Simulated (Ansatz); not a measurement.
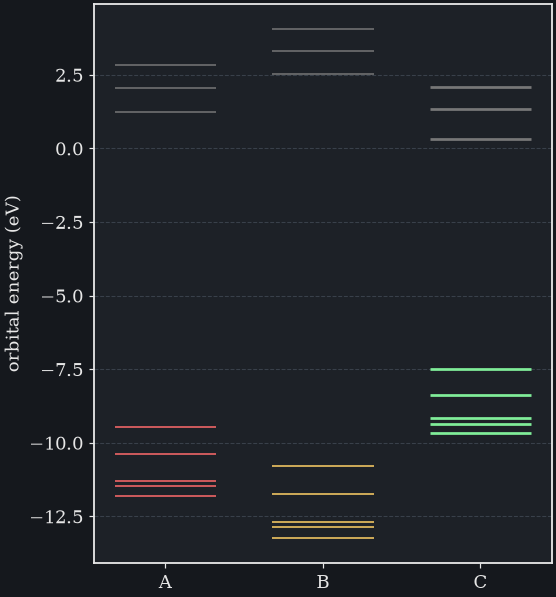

Frontier orbital energies of C₂H₈OSi, SMILES CC[SiH2]O at one geometry, def2-TZVPP, the Ansatz code, at a PBE0-D4/def2-TZVP geometry (a minimum by its frequencies). Empty levels are grey, levels within 0.1 eV stand side by side; all columns show the same few orbitals around the gap.

The columns come from CAM-B3LYP, LC-wPBE and r2SCANh. Which is which?

A: CAM-B3LYP (HOMO −9.47, LUMO 1.23, separation 10.70 eV)
B: LC-wPBE (HOMO −10.79, LUMO 2.52, separation 13.31 eV)
C: r2SCANh (HOMO −7.49, LUMO 0.33, separation 7.82 eV)

Caveats, for all or some of the runs: empty levels above zero depend strongly on the basis; one conformer of a flexible molecule.
